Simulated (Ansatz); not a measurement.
Structure data:

```cif
data_structure
_symmetry_space_group_name_H-M 'P 63/m m c'
_symmetry_Int_Tables_number 194
_cell_length_a 2.7239
_cell_length_b 2.7239
_cell_length_c 4.3564
_cell_angle_alpha 90.000
_cell_angle_beta 90.000
_cell_angle_gamma 120.000
_cell_volume 27.99
loop_
_atom_site_label
_atom_site_type_symbol
_atom_site_symmetry_multiplicity
_atom_site_Wyckoff_symbol
_atom_site_fract_x
_atom_site_fract_y
_atom_site_fract_z
_atom_site_occupancy
Tc1 Tc 2 d 0.33333 0.66667 0.75000 1
```

Q: What does this file describe?

A: The element is technetium. The lattice is primitive hexagonal and the space group P6_3/mmc (No. 194). The prototype is hexagonal close-packed (Mg type). The cell holds two atoms. The coordination shell of Tc holds twelve Tc in an anticuboctahedral arrangement at 2.69 to 2.72 Å. The bonds build a three-dimensional framework.

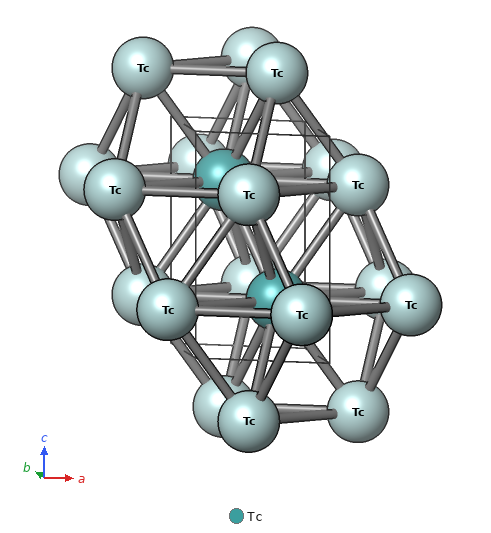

This ball-and-stick model is shown slightly off an axis. Atoms at the boundary of the conventional unit cell (the box) are drawn once for each face, edge or corner they touch. Periodic images bonded to atoms of the box are shown as well, in fainter colours.

The structure comes from the standard structure of this element. Earlier steps of the study may have refined or changed the cell and positions. It was run through Ansatz as a DFT input.
